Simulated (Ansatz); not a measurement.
**Molecular dynamics, with input and output: C2H7Al (part 3 of 3)**

Continued. System: C2H7Al. Method: RKS PBE0-D4/6-31G* (Ansatz 0.2.0). It belongs to a series of runs on one base structure; here: dynamics from the highest image of the converged band.

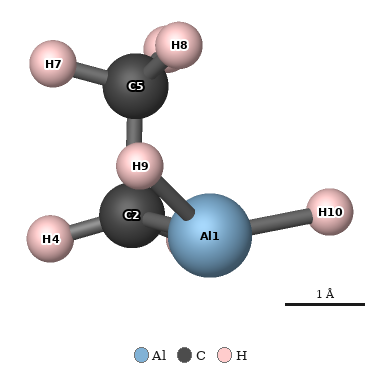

Figure 1. The geometry at step 110 of the log (ball-and-stick view, seen at a tilt; atoms are numbered from 1 in the order of the input).

Trajectory as extended XYZ, continued:
```
10
Properties=species:S:1:pos:R:3:forces:R:3 step=10 time_fs=5.0 energy=-8775.76999 temperature=50.5
Al    0.3319    0.7089   -0.0270   -0.3616  -0.3534   0.1870
C     1.5323   -0.1879    1.7419    0.0448  -0.5272   0.5134
H     0.8478   -0.7882    2.3404    0.0495  -0.1053  -0.2831
H     2.5078   -0.6416    1.5977    0.0248   0.0311   0.0372
C     1.4683    1.2345    1.9881    0.2316   0.3495  -0.0121
H     0.7084    1.5302    2.7118   -0.1217   0.0751  -0.1454
H     2.4069    1.7737    2.1819   -0.0725  -0.1988  -0.1446
H     1.1912    1.8440    0.9554    0.0579   0.6577   0.1825
H     1.5485   -0.3180   -0.1136   -0.0160  -0.0116  -0.1549
H    -1.0423    0.4146    0.7687    0.1631   0.0827  -0.1799
10
Properties=species:S:1:pos:R:3:forces:R:3 step=20 time_fs=10.0 energy=-8775.80112 temperature=80.5
Al    0.3342    0.7063   -0.0244    0.2617  -0.2647   0.4788
C     1.5222   -0.1893    1.7417    0.2029  -0.1066   0.4243
H     0.8834   -0.7735    2.3902   -0.2116  -0.2641  -0.1657
H     2.4923   -0.6419    1.5643    0.0364   0.0430  -0.0007
C     1.4716    1.2345    1.9906   -0.2915   0.3606  -0.2485
H     0.6965    1.5247    2.7049    0.0500   0.0975  -0.1154
H     2.3961    1.7805    2.1598    0.3183  -0.0475   0.0919
H     1.1931    1.9099    0.9716   -0.1564   0.0386   0.0175
H     1.5451   -0.3092   -0.1911   -0.0264   0.0765  -0.4240
H    -1.0180    0.4096    0.7445   -0.1834   0.0668  -0.0583
10
Properties=species:S:1:pos:R:3:forces:R:3 step=30 time_fs=15.0 energy=-8775.92093 temperature=196.6
Al    0.3387    0.7012   -0.0174    0.7916  -0.4199   0.9656
C     1.5150   -0.1932    1.7505   -0.1888   0.2755   0.3617
H     0.8814   -0.8075    2.3917   -0.0190   0.1006  -0.2483
H     2.4833   -0.6325    1.5303   -0.0488   0.0260  -0.0508
C     1.4719    1.2416    1.9882    0.2606   0.2241  -0.2525
H     0.6878    1.5446    2.6803    0.0690   0.1238   0.1709
H     2.4324    1.7663    2.1521   -0.3705  -0.2204   0.0020
H     1.1636    1.9881    0.9915   -0.1375  -0.4894  -0.1897
H     1.5349   -0.2802   -0.3697   -0.0723   0.2705  -0.6667
H    -1.0323    0.4219    0.7028   -0.2844   0.1093  -0.0922
10
Properties=species:S:1:pos:R:3:forces:R:3 step=40 time_fs=20.0 energy=-8776.26935 temperature=533.4
Al    0.3499    0.6917   -0.0017    0.9127  -1.2631   1.3904
C     1.5049   -0.1910    1.7650   -0.3106   0.6863  -0.4035
H     0.8618   -0.8325    2.3492   -0.1646   0.0389   0.1467
H     2.4638   -0.6179    1.4856   -0.0913  -0.0321  -0.0404
C     1.4728    1.2509    1.9813   -0.7387  -0.7004   0.0972
H     0.7003    1.5895    2.6845    0.2228  -0.0202  -0.0421
H     2.4288    1.7259    2.1466    0.3106   0.4105  -0.1430
H     1.1056    1.9715    0.9714    0.0995   0.0021  -0.1318
H     1.5025   -0.1828   -0.7002   -0.3528   0.6265  -0.5168
H    -1.1030    0.4626    0.6336    0.1124   0.2515  -0.3568
10
Properties=species:S:1:pos:R:3:forces:R:3 step=50 time_fs=25.0 energy=-8776.75957 temperature=1007.2
Al    0.3695    0.6711    0.0255    1.1881  -1.9777   0.7742
C     1.4873   -0.1776    1.7719   -0.8517  -0.1021  -1.0601
H     0.8188   -0.8356    2.3278    0.1645   0.2859   0.0890
H     2.4243   -0.6107    1.4334   -0.0468  -0.0691   0.0913
C     1.4652    1.2500    1.9750    0.5798   0.4026  -0.0182
H     0.7470    1.6382    2.6931   -0.1846   0.0205   0.0847
H     2.4483    1.7510    2.1032   -0.5354  -0.1022  -0.3247
H     1.0690    1.9547    0.9284    0.2165   0.4269   0.3046
H     1.3842    0.0617   -1.1392   -0.6656   0.8174   0.3470
H    -1.1560    0.5613    0.4865    0.1354   0.2978  -0.2878
10
Properties=species:S:1:pos:R:3:forces:R:3 step=60 time_fs=30.0 energy=-8777.13590 temperature=1371.0
Al    0.3992    0.6337    0.0593    0.6987  -1.4915  -0.4005
C     1.4542   -0.1650    1.7564   -0.8212  -0.5059  -2.0439
H     0.7969   -0.7895    2.3402   -0.0165  -0.0397   0.3336
H     2.3758   -0.6191    1.4040    0.0846  -0.0644   0.2639
C     1.4627    1.2577    1.9683   -0.5882   2.0122  -0.3970
H     0.7698    1.6810    2.7103    0.1557  -0.2393  -0.0780
H     2.4052    1.7772    2.0013    0.7089   0.0733   0.3144
H     1.0763    2.0128    0.9543    0.0027  -0.3122   0.6127
H     1.1199    0.4878   -1.4923   -0.3540   0.3624   1.3215
H    -1.1775    0.7287    0.2762    0.1293   0.2052   0.0734
10
Properties=species:S:1:pos:R:3:forces:R:3 step=70 time_fs=35.0 energy=-8777.38366 temperature=1609.7
Al    0.4340    0.5832    0.0896   -1.0160  -0.5717  -1.4907
C     1.4037   -0.1625    1.7028   -0.8985  -0.5312  -1.5152
H     0.7896   -0.7349    2.4094    0.3181   0.1883  -0.1936
H     2.3452   -0.6408    1.4368    0.0714   0.0707   0.3462
C     1.4560    1.3045    1.9527    1.0874   2.1016  -0.1794
H     0.8119    1.6824    2.7389    0.0851  -0.0760   0.5650
H     2.4593    1.7894    1.9699   -0.2876  -0.5886   0.6585
H     1.0872    2.0102    1.1138   -0.2915  -0.0880  -0.1566
H     0.7832    0.9952   -1.5489    0.5486  -0.3708   1.3616
H    -1.1604    0.9403    0.0871    0.3830  -0.1343   0.6043
10
Properties=species:S:1:pos:R:3:forces:R:3 step=80 time_fs=40.0 energy=-8777.14036 temperature=1374.1
Al    0.4602    0.5283    0.1068   -2.2129   1.0502  -2.2009
C     1.3393   -0.1682    1.6214    1.0422   0.4545   0.6498
H     0.8297   -0.6519    2.4501   -0.4114  -0.1598  -0.2183
H     2.3260   -0.6430    1.5388   -0.1331   0.2717  -0.1258
C     1.4662    1.3835    1.9418   -0.3056  -0.8178   1.4829
H     0.8897    1.6549    2.8529    0.3652  -0.2268  -0.4186
H     2.4933    1.6984    2.0702    0.3215   0.1996  -0.1319
H     1.0117    2.0468    1.1944    0.0165   0.6951  -0.4206
H     0.5768    1.4198   -1.3010    1.3820  -0.7883   0.3770
H    -1.0679    1.1146    0.0407   -0.0644  -0.6783   1.0064
10
Properties=species:S:1:pos:R:3:forces:R:3 step=90 time_fs=45.0 energy=-8776.70235 temperature=952.5
Al    0.4673    0.4825    0.1047   -2.5024   2.3291  -2.4501
C     1.2938   -0.1667    1.5545    2.0681   0.6308   3.2136
H     0.7877   -0.5959    2.4246   -0.5358  -0.1457  -0.5084
H     2.2907   -0.5936    1.6139    0.2410  -0.0792  -0.4728
C     1.4756    1.4517    1.9533   -0.0507  -0.9347  -0.4245
H     1.0178    1.5891    2.9212   -0.5874   0.2152   0.2082
H     2.5527    1.6342    2.1387   -0.5119   0.3323  -0.8472
H     0.9619    2.1969    1.2093    1.1624  -0.8656   1.2194
H     0.6821    1.6693   -0.9623    1.3017  -0.6523  -0.5402
H    -0.9935    1.1355    0.2180   -0.5851  -0.8298   0.6019
10
Properties=species:S:1:pos:R:3:forces:R:3 step=100 time_fs=50.0 energy=-8776.98891 temperature=1228.5
Al    0.4527    0.4570    0.0813   -1.8780   2.9190  -1.7608
C     1.2882   -0.1517    1.5451    1.8477   1.0759   2.3436
H     0.6294   -0.5801    2.3005    0.0864  -0.2047  -0.0566
H     2.2948   -0.5584    1.5951   -0.0459  -0.2810   0.0436
C     1.4840    1.4929    1.9696    0.3186  -3.6188   2.2756
H     1.0535    1.5630    2.9856    0.1366   0.1903  -0.4466
H     2.5472    1.6456    2.0407    0.5273   0.1724  -0.0745
H     1.0905    2.2626    1.3870   -1.0665   1.2788  -1.4203
H     1.0758    1.7498   -0.7294    0.1192  -0.9650  -0.4928
H    -1.0340    0.9658    0.5266   -0.0455  -0.5668  -0.4112
10
Properties=species:S:1:pos:R:3:forces:R:3 step=110 time_fs=55.0 energy=-8776.78879 temperature=1036.0
Al    0.4223    0.4565    0.0432   -0.0882   2.1883   0.1242
C     1.3162   -0.1158    1.5820    0.1161   1.1834   0.6211
H     0.5030   -0.6012    2.1552    0.9007   0.1139   0.2884
H     2.2957   -0.5860    1.5813   -0.1269  -0.1919   0.3638
C     1.4977    1.4809    2.0122    0.4276  -0.2374  -1.4163
H     1.0949    1.5859    3.0050    0.1425   0.2387   0.5877
H     2.5882    1.6919    1.9171   -0.6496  -0.2186   0.5690
H     1.0857    2.4095    1.3988    0.0415  -2.1878   0.6307
H     1.4977    1.6095   -0.6204   -1.0887  -0.8609  -0.5873
H    -1.0904    0.6666    0.7421    0.3251  -0.0277  -1.1812
10
Properties=species:S:1:pos:R:3:forces:R:3 step=120 time_fs=60.0 energy=-8776.93581 temperature=1178.1
Al    0.3908    0.4747    0.0057    1.4467   0.3270   1.3722
C     1.3503   -0.0578    1.6316   -0.1823   0.1518  -0.7591
H     0.5441   -0.6101    2.0936   -0.0074   0.0325   1.0481
H     2.2686   -0.6485    1.6436    0.0238   0.3230   0.1316
C     1.5168    1.4530    2.0419    0.3404  -2.3918   1.9120
H     1.1872    1.6514    3.0903    0.3664  -0.1511  -0.5781
H     2.5544    1.7044    1.9083    0.6549   0.1684   0.2077
H     1.0330    2.1935    1.4676   -1.3136   1.1249  -1.3156
H     1.6810    1.2797   -0.6550   -1.2190   0.0016  -0.8500
H    -1.0861    0.3591    0.6910   -0.1098   0.4138  -1.1688
10
Properties=species:S:1:pos:R:3:forces:R:3 step=130 time_fs=65.0 energy=-8777.15968 temperature=1394.2
Al    0.3713    0.4964   -0.0202    1.6580  -0.9664   1.8116
C     1.3781   -0.0009    1.6702   -1.2822  -2.7415  -0.1747
H     0.6218   -0.5856    2.2402    0.1934   0.6194   0.1623
H     2.2536   -0.6464    1.7327    0.3797   0.3281  -0.2959
C     1.5406    1.3963    2.0904    0.0825   1.8399  -1.1806
H     1.3316    1.6972    3.1075   -0.6695  -0.0524   0.5166
H     2.5875    1.7431    1.9410   -0.6800   0.0932  -0.5214
H     0.8117    2.0566    1.3921    1.2193  -0.0551   1.2314
H     1.5955    0.9423   -0.8910   -0.4245   0.5132  -0.9309
H    -1.1089    0.1397    0.3722   -0.4766   0.4217  -0.6184
10
Properties=species:S:1:pos:R:3:forces:R:3 step=140 time_fs=70.0 energy=-8777.35822 temperature=1584.7
Al    0.3660    0.5095   -0.0313    1.0946  -2.1034   0.5258
C     1.3835    0.0062    1.7028   -0.7451  -2.6468  -0.5246
H     0.7230   -0.4562    2.4422   -0.3086  -0.4375  -0.2449
H     2.3111   -0.5733    1.7589   -0.0583  -0.0558  -0.3859
C     1.5645    1.3723    2.1274   -0.5219   3.6226   0.2955
H     1.3603    1.7058    3.1751    0.0127  -0.5737  -0.4182
H     2.5254    1.8115    1.8702    0.2319   0.1518  -0.2910
H     0.7953    1.9662    1.5264    0.4073   0.8735   0.5950
H     1.3780    0.7137   -1.3159   -0.6213   0.4458   0.4281
H    -1.2112    0.0306   -0.0956    0.5086   0.7235   0.0200
10
Properties=species:S:1:pos:R:3:forces:R:3 step=150 time_fs=75.0 energy=-8777.00174 temperature=1240.5
Al    0.3702    0.5044   -0.0380    0.0919  -2.4672  -1.2203
C     1.3726   -0.0330    1.7267   -0.6824   0.9536  -0.4150
H     0.7746   -0.4100    2.5738   -0.0424  -0.7946  -0.8034
H     2.3577   -0.5120    1.6974   -0.3678  -0.3615  -0.2030
C     1.5853    1.4099    2.1658   -0.0553   1.5495  -0.9683
H     1.3919    1.6071    3.2103    0.8033  -0.0468   0.7530
H     2.4843    1.8987    1.7475    0.1331  -0.3534   0.7021
H     0.8208    2.0883    1.7651   -0.6642   0.3665  -0.4127
H     1.0367    0.5957   -1.6467    0.0738   0.4952   1.5156
H    -1.2115    0.0851   -0.5486    0.7101   0.6586   1.0520
10
Properties=species:S:1:pos:R:3:forces:R:3 step=160 time_fs=80.0 energy=-8776.70995 temperature=959.2
Al    0.3757    0.4780   -0.0538   -0.1076  -1.8452  -0.6015
C     1.3490   -0.0564    1.7394   -0.3419   2.8779  -1.3807
H     0.7987   -0.5389    2.5448   -0.2526  -0.2705  -0.3003
H     2.3272   -0.5249    1.5872   -0.1911  -0.0674   0.0034
C     1.5995    1.4804    2.1945   -1.8713   0.0294   0.7131
H     1.5956    1.4897    3.3239    0.4678   0.3716  -1.0636
H     2.4933    1.9234    1.7568    0.3223  -0.1489   0.2302
H     0.7507    2.2665    1.9324    1.1666  -1.5886   0.3074
H     0.7279    0.5949   -1.6549    1.4982   0.4911   0.6119
H    -1.0753    0.2875   -0.7622   -0.6905   0.1505   1.4802
10
Properties=species:S:1:pos:R:3:forces:R:3 step=170 time_fs=85.0 energy=-8776.95265 temperature=1194.6
Al    0.3805    0.4352   -0.0739   -0.2397  -0.9983   0.8932
C     1.3169   -0.0275    1.7273   -0.5058   1.9593  -1.3043
H     0.7804   -0.7116    2.4221   -0.0020   0.9510  -0.2289
H     2.2524   -0.5484    1.4772    0.0976   0.4450   0.1618
C     1.5925    1.5437    2.2330    3.0378  -4.5421   0.6084
H     1.8949    1.4493    3.2759   -0.5017   0.2390   0.4911
H     2.5471    1.9059    1.8178   -0.5649   0.0810  -0.6314
H     0.8142    2.2086    2.1358   -2.0147   1.6264  -0.3307
H     0.7545    0.7085   -1.5371    1.7391   0.2881  -0.7426
H    -1.0886    0.5348   -0.6411   -1.0456  -0.0494   1.0834
10
Properties=species:S:1:pos:R:3:forces:R:3 step=180 time_fs=90.0 energy=-8777.55219 temperature=1773.2
Al    0.3826    0.3847   -0.0890   -0.8593   1.1474  -0.4842
C     1.2771    0.0425    1.6884    0.3873   1.5013  -1.1602
H     0.7416   -0.7006    2.2726   -0.3687   0.4745   0.7163
H     2.2010   -0.4799    1.4043    0.3063   0.3285   0.2718
C     1.6167    1.5393    2.2834   -0.8064  -1.2276   0.0806
H     2.0867    1.4646    3.2868   -0.9091  -0.0735  -0.0028
H     2.4981    1.9145    1.7404   -0.6913   0.3278  -0.5701
H     0.6983    2.2812    2.2946    1.9824  -1.4589  -0.0417
H     1.1474    0.8744   -1.5127   -0.1353  -0.5211   0.8835
H    -1.2885    0.7614   -0.2666    1.0941  -0.4985   0.3069
10
Properties=species:S:1:pos:R:3:forces:R:3 step=190 time_fs=95.0 energy=-8777.33381 temperature=1562.7
Al    0.3781    0.3436   -0.1067   -0.2258   2.4020  -0.0108
C     1.2434    0.1394    1.6300    0.6400  -0.2610   0.7673
H     0.6466   -0.5567    2.2521    0.3541   0.3469   0.1196
H     2.2068   -0.3431    1.3967   -0.1094  -0.2949   0.3268
C     1.6380    1.5025    2.3307    1.4411  -1.7307  -2.1460
H     2.1036    1.4573    3.3174    0.4122  -0.5021  -0.1406
H     2.2934    1.9846    1.5650    0.0718  -0.0077   0.9647
H     0.8517    2.1532    2.4447   -2.4600   1.6017   0.2392
H     1.5280    0.9291   -1.3257   -1.2948  -0.8241   0.6953
H    -1.2762    0.8748    0.1739    1.1708  -0.7300  -0.8155
10
Properties=species:S:1:pos:R:3:forces:R:3 step=200 time_fs=100.0 energy=-8776.73633 temperature=984.3
Al    0.3718    0.3227   -0.1240    0.7220   1.7837   1.0867
C     1.2233    0.2319    1.5847    1.0090  -1.9029   1.6083
H     0.6081   -0.3550    2.2782    0.0910  -0.5118   0.0171
H     2.1960   -0.2734    1.4579   -0.2197  -0.6940  -0.0034
C     1.6628    1.4509    2.3442   -2.9791   3.1822  -0.3229
H     2.1878    1.3446    3.3074    0.3515  -0.2638  -0.6353
H     2.1190    2.0742    1.5722    1.1484   0.4026   0.6396
H     0.7480    2.1530    2.6167    1.3294  -1.4084  -0.3112
H     1.6321    0.8015   -0.9994   -0.6196  -0.3435  -0.9720
H    -1.0237    0.8275    0.4349   -0.8330  -0.2441  -1.1069
```

The run was set up as follows.

Input file:
```yaml
crystal:
  periodic: [false, false, false]
  atoms:
    - { symbol: Al, position_ang: [0.327273, 0.708707, -0.027887] }
    - { symbol: C, position_ang: [1.543735, -0.194956, 1.750746] }
    - { symbol: H, position_ang: [0.813421, -0.832919, 2.236719] }
    - { symbol: H, position_ang: [2.529578, -0.634216, 1.638622] }
    - { symbol: C, position_ang: [1.467496, 1.240274, 1.984607] }
    - { symbol: H, position_ang: [0.69604, 1.553474, 2.689246] }
    - { symbol: H, position_ang: [2.422555, 1.734509, 2.180354] }
    - { symbol: H, position_ang: [1.195957, 1.905881, 0.974714] }
    - { symbol: H, position_ang: [1.548325, -0.327878, -0.075797] }
    - { symbol: H, position_ang: [-1.03918, 0.437125, 0.756677] }
basis:
  gaussian: { orbitals: "6-31G*" }
hamiltonian:
  xc: pbe0
  dispersion: d4
md:
  timestep: 0.5
  n_steps: 200
  ensemble: nve
  temperature: 100.0
  initial_velocities: maxwell_boltzmann
  seed: 11644
```

Launch command:
```bash
ansatz run input.yaml --threads 1 --pin off --max-ram 2048MiB --backend cpu --events-out ev --progress --plain --runs-dir out
```

Results in brief:

- outcome: finished
- mean temperature over the second half: 1330 K
- trajectory: 200 steps, 100 fs
- ensemble: nve
- temperature in the input: 100.0 K
- time step: 0.5 fs
- potential energy (last step): −8776.7364 eV
- mean-field energy (last step): −8776.6089 eV
- largest force (length of the vector) (last step): 4.371 eV/Å
- hardware: 1 thread of Arm Neoverse V1, 24 GiB of memory available, shared host
- wall time: 7.7 min
- peak memory: 0.12 GiB

Remarks:

So short a trajectory is not equilibrated.
